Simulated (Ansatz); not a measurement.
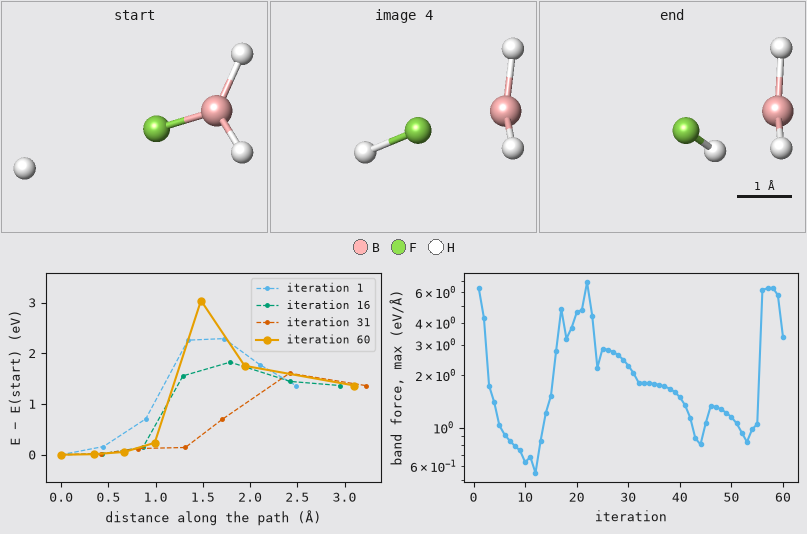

NEB run on BH$_{3}$F (multiplicity 2), made up at the start of BH2F and H. Images are numbered from 0 (start) to 6 (end). The plot follows the band through its iterations. The picture is a ball-and-stick view, seen at a tilt.

Method: UKS r2SCANh/6-31G* (Ansatz). Run with 5 movable images; climbing image; force threshold 0.05 eV/Å; iteration limit 60; optimiser FIRE; largest step 0.5 Å; starting path through a guess of the saddle point.

**Judge this run.**

The result isn't final. The band hadn't converged when the run stopped after 60 iterations. The largest component of the band force went from 6.3 to 3.3 eV/Å. The barrier read from it is provisional: over the last two iterations the highest image moved from 2.20 eV to 3.04 eV. The step length is far from the usual. The first iteration put the highest image at 2.29 eV. Forward barrier 3.04 eV, backward barrier 1.68 eV, with image 4 at the top; the reaction energy is +1.36 eV.

Limits of the set-up: the start holds two separate molecules, 2.9 Å apart at their closest, whose relative position is a soft coordinate and is computed without a dispersion correction.

The run took 4 min on 1 thread of Intel(R) Xeon(R) 6975P-C (Granite Rapids) (shared host), peak memory 0.13 GiB.
